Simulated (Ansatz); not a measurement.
## Electronic structure of C₂H₂N₂Si in real space

```yaml
atoms:
  - { symbol: N, position_ang: [0.1825, -2.5108, 1.0088] }
  - { symbol: C, position_ang: [0.2642, -1.4032, 0.6738] }
  - { symbol: Si, position_ang: [0.4260, 0.3664, 0.1635] }
  - { symbol: C, position_ang: [-0.9754, 0.7260, -0.9874] }
  - { symbol: N, position_ang: [-1.8492, 0.9729, -1.7093] }
  - { symbol: H, position_ang: [0.3065, 1.2302, 1.3583] }
  - { symbol: H, position_ang: [1.7066, 0.5503, -0.5535] }
```

These are results of UKS r2SCANh-D4/def2-SVP (Ansatz 0.2.0), not measurements.

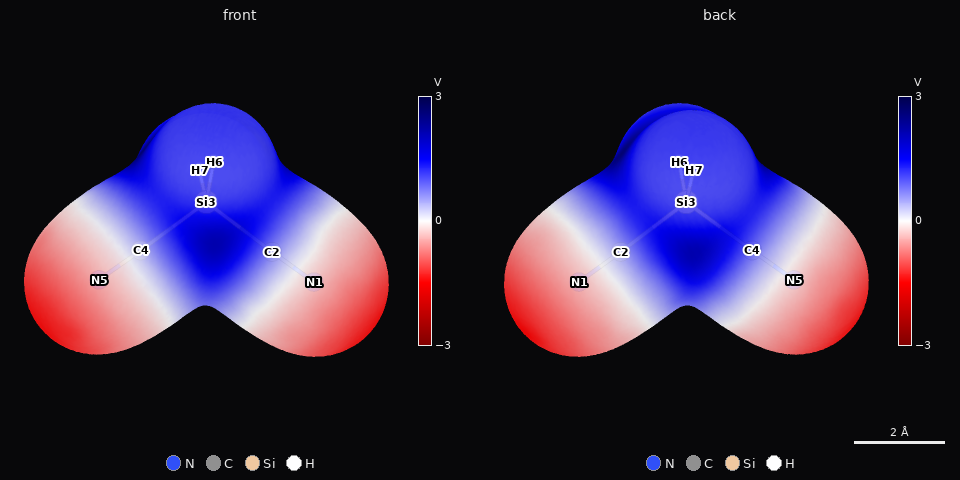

Figure 1. The molecular electrostatic potential painted on the density surface at 0.002 e/bohr³, seen from the front and from behind; the colour scale runs from red (negative) to blue (positive).

### Describe the electrostatic potential map.

The most negative region (about −1.4 V) lies over N1 and N5, the most positive (about +2.6 V) over Si3.

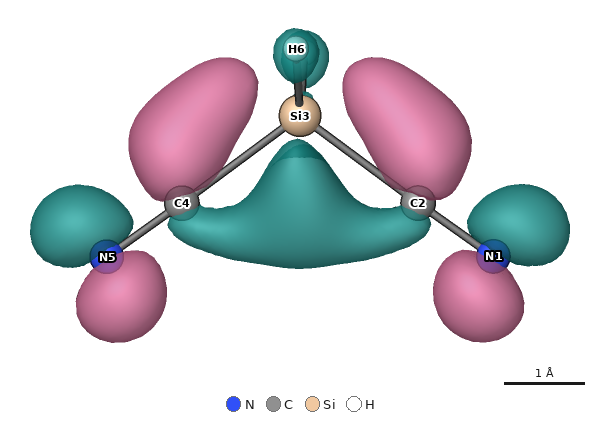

Figure 2. The LUMO at ±0.15 Å⁻³ᐟ² (teal and pink are the two phases), seen across its widest extent.

### What is the character of this orbital?

By Hirshfeld shares it lies mainly on Si3 (about 25 %), N1 (about 20 %), N5 (about 20 %), C2 (about 15 %) and C4 (about 15 %). Its energy is −1.97 eV.

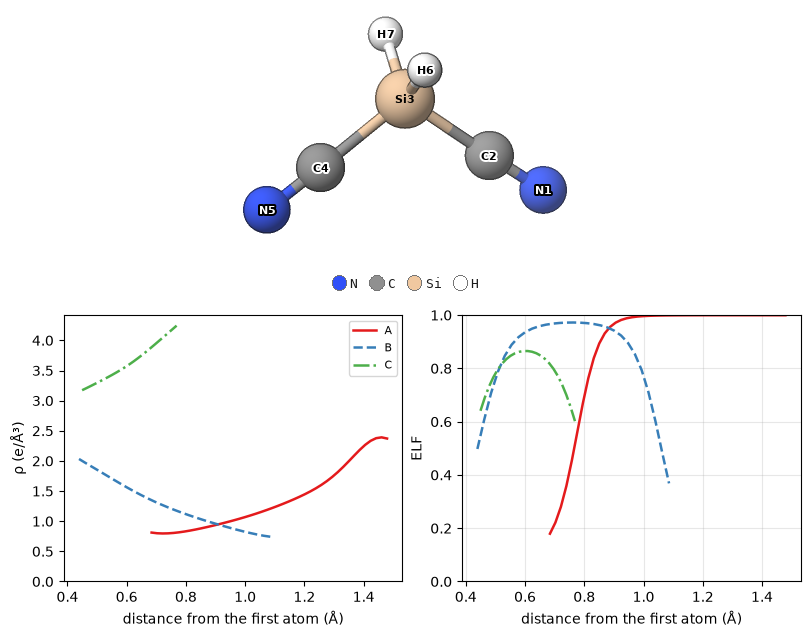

Figure 3. Total electron density and electron localisation function along straight lines between neighbouring atoms. The curves leave out the atomic cores. The structure is drawn too.

### Which curve belongs to which contact (C–N, C–Si and Si–H)? The first atom named is at distance zero.

Curve A: Si–H (1.48 Å): the density is about 0.8 e/Å³ at the midpoint; the ELF climbs to about 1 towards the hydrogen, as it does in any bond to H. Curve B: C–Si (1.85 Å): ρ at the midpoint is about 0.92 e/Å³; the ELF peaks at about 1 between the atoms: a shared electron pair. Curve C: C–N (1.16 Å): ρ is about 3.5 e/Å³ halfway; the ELF peaks at about 0.85 between the atoms (a short, multiple covalent bond).
